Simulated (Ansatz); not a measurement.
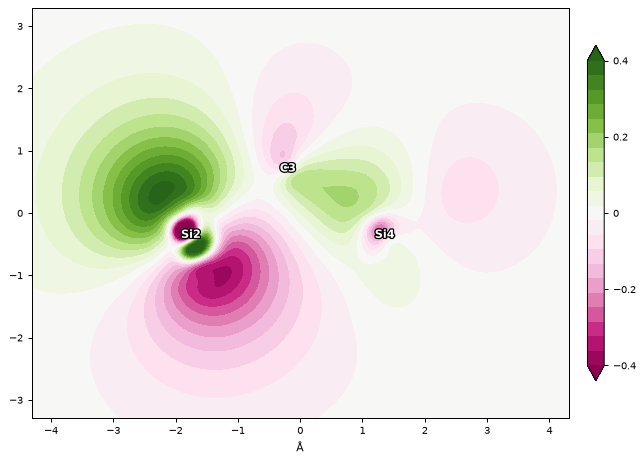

The picture shows: CH₅FSi₂. The LUMO on the plane of atoms Si2, C3 and Si4 (values in Å⁻³ᐟ²; the overall sign is arbitrary).

Geometry: PBE0-D4/def2-TZVP.

Method: Ansatz 0.2.0, RKS PBE0-D4/def2-TZVPP.

| atom | x (Å) | y (Å) | z (Å) |
| --- | --- | --- | --- |
| F | -0.0713 | -0.4149 | -2.5498 |
| Si | 0.3899 | 0.9525 | -1.8125 |
| C | 0.8556 | 0.2373 | -0.1366 |
| Si | -0.6724 | -0.1981 | 0.8739 |
| H | -1.7063 | 0.8645 | 0.7186 |
| H | 1.4380 | 0.9773 | 0.4229 |
| H | 1.4482 | -0.6779 | -0.2517 |
| H | -1.2489 | -1.4802 | 0.3989 |
| H | -0.3443 | -0.3069 | 2.3193 |

> Describe this orbital and give its energy.

It lies mainly on Si2 (about 75 %), F1 (about 5 %), C3 (about 5 %) and Si4 (about 5 %). Its energy is −2.16 eV.
